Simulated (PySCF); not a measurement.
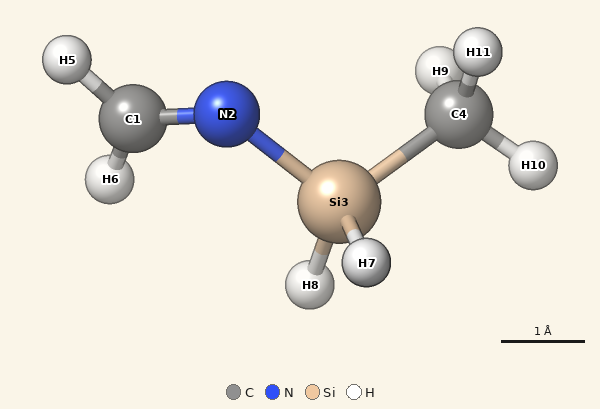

Fig. 1: The structure as given in the input (ball-and-stick view, seen at a tilt; atoms are numbered from 1 in the order of the input). Bond lengths as drawn: C–H 1.10 to 1.11 Å, C–N 1.26 Å, C–Si 1.87 Å, H–Si 1.49 to 1.51 Å and N–Si 1.76 Å.

Run report: C2H7NSi, NMR shielding calculation

The run: NMR shielding calculation of C2H7NSi, SMILES C=N[SiH2]C. Method and program: GIAO mPW1PW91/pcSseg-2 NMR shielding, non-relativistic, gas phase (PySCF 2.14.0).

The geometry comes from this level: PBE0-D3(BJ)/def2-SVP. Figures and captions count atoms from 1; the log counts them from 0 in places.

### What the program printed
```
coarse grid: 9200 points
cycle   1  E = -424.6495194730  dE =  1.040e-01  |g| = 4.799e-01  |ddm| = 2.222e+00
cycle   2  E = -424.5585300426  dE =  9.099e-02  |g| = 7.869e-01  |ddm| = 9.407e-01
cycle   3  E = -424.7005684194  dE = -1.420e-01  |g| = 1.256e-01  |ddm| = 6.658e-01
cycle   4  E = -424.7039134924  dE = -3.345e-03  |g| = 3.152e-02  |ddm| = 7.959e-02
cycle   5  E = -424.7041497568  dE = -2.363e-04  |g| = 4.990e-03  |ddm| = 2.297e-02
cycle   6  E = -424.7041549124  dE = -5.156e-06  |g| = 1.521e-03  |ddm| = 4.473e-03
final grid: 82944 points
cycle   7  E = -424.7105380524  dE = -4.718e-05  |g| = 4.585e-03  |ddm| = 1.993e-02
cycle   8  E = -424.7105353954  dE =  2.657e-06  |g| = 5.650e-03  |ddm| = 6.135e-03
cycle   9  E = -424.7105430704  dE = -7.675e-06  |g| = 9.126e-04  |ddm| = 3.652e-03
cycle  10  E = -424.7105432240  dE = -1.536e-07  |g| = 3.790e-04  |ddm| = 6.975e-04
cycle  11  E = -424.7105432547  dE = -3.074e-08  |g| = 5.086e-05  |ddm| = 2.204e-04
cycle  12  E = -424.7105432553  dE = -5.890e-10  |g| = 1.534e-05  |ddm| = 4.870e-05
```

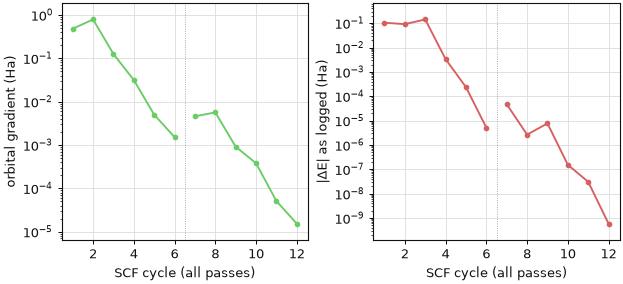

Fig. 2: Convergence of the self-consistent field: orbital gradient and size of the energy change against the SCF cycle. The dotted line marks the change from a coarse to the final integration grid. The first 6 cycles use a coarse grid, the final grid takes over at cycle 7, and the field converges after 12 cycles in all.

```
converged SCF energy = -424.7105432553

GIAO shielding tensors (ppm)
atom      isotropic    diamagn.    paramagn.     s11        s22        s33       span
  0 C        4.643     250.392    -245.750    -96.607     -7.803    118.337    214.944
  1 N     -168.785     327.687    -496.472   -570.257   -209.928    273.829    844.086
  2 Si     357.347     878.864    -521.516    306.159    356.856    409.027    102.868
  3 C      187.331     245.520     -58.189    180.521    186.592    194.881     14.360
  4 H       22.665      28.227      -5.562     21.802     22.653     23.539      1.737
  5 H       22.518      30.302      -7.784     20.519     22.141     24.895      4.376
  6 H       26.273      29.397      -3.124     24.129     24.551     30.140      6.010
  7 H       26.564      30.304      -3.740     24.143     25.018     30.530      6.387
  8 H       31.074      30.610       0.463     27.334     28.437     37.450     10.117
  9 H       31.131      29.091       2.040     27.658     27.761     37.974     10.316
 10 H       30.534      29.759       0.775     26.826     27.736     37.038     10.211
```

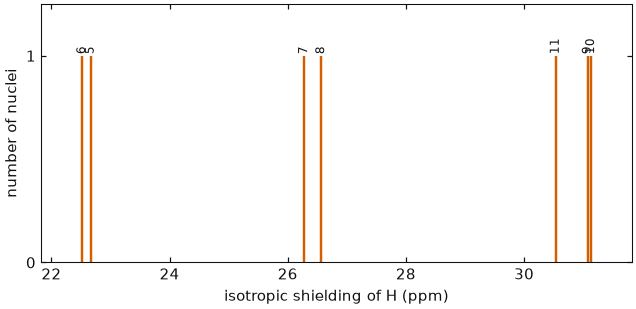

Fig. 3: Isotropic shieldings of the hydrogen nuclei in this fixed geometry, labelled by atom number; shielding grows to the right, so chemical shift grows to the left. The least shielded is H6 (22.5 ppm), the most shielded H10 (31.1 ppm).

The run was set up as follows.

### Input
```
{"job": {"kind": "nmr", "xc": "mPW1PW91", "basis": "pcSseg-2", "pop": false}, "charge": 0, "multiplicity": 1}
C      2.190306     0.242155     0.309636
N      1.145681     0.527023    -0.336349
Si    -0.258594    -0.519923    -0.506808
C     -1.754797     0.383571     0.158143
H      3.026834     0.964314     0.375237
H      2.357882    -0.717564     0.848203
H     -0.418099    -0.799350    -1.964990
H     -0.060095    -1.824960     0.216296
H     -1.649772     0.572382     1.237443
H     -2.670652    -0.206189    -0.001402
H     -1.870782     1.352117    -0.351193
```

The first line tells a small driver script what to run in PySCF; the rest is the geometry in Å.

Run as:
```bash
OMP_NUM_THREADS=1 python <driver script> task.json out
```

### Key numbers

- outcome: converged
- total energy: −424.710543 hartree
- HOMO: −7.10 eV
- LUMO: −0.92 eV
- dipole moment: 1.19 D
- isotropic shielding, C: 4.6 to 187.3 ppm
- isotropic shielding, N: −168.8 ppm
- isotropic shielding, Si: 357.3 ppm
- isotropic shielding, H: 22.5 to 31.1 ppm
- hardware: 1 CPU thread, shared host
- wall time: 21 s
- peak memory: 0.89 GiB
